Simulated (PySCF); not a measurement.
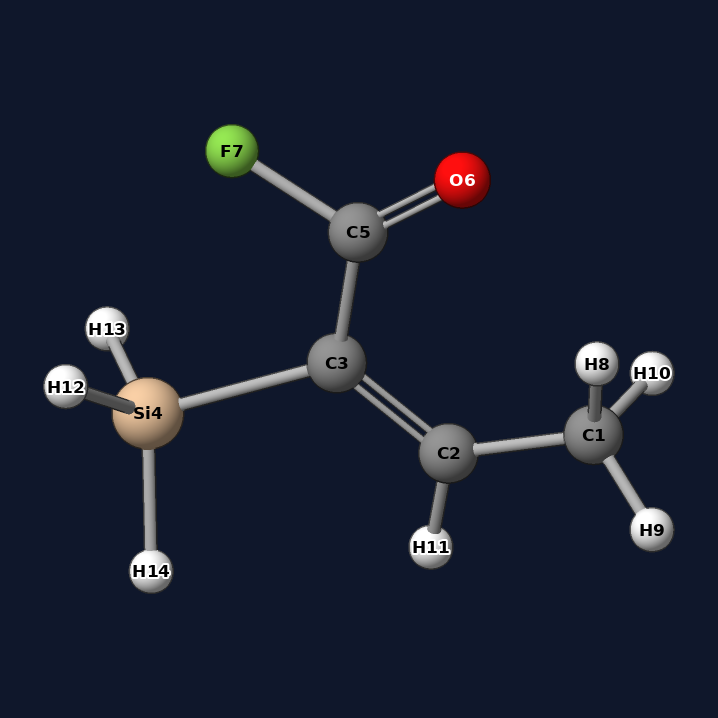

The questions are on isotropic NMR shieldings of the C atoms. Geometry: a frame of a GFN2-xTB molecular-dynamics simulation, not a minimum. Level of theory: GIAO PBE0/pcSseg-1 NMR shielding, non-relativistic, gas phase (PySCF 2.14.0).

### Which C atom is the most shielded (lowest chemical shift)?

C1 (166.7 ppm).

### Which C atom is the least shielded (highest chemical shift)?

C2 (2.8 ppm).

### How wide is the range of C shifts?

163.9 ppm.

List the isotropic NMR shieldings of the C atoms.

```
atom  σ (ppm)
  C1    166.7
  C2      2.8
  C3     61.0
  C5     23.3
```
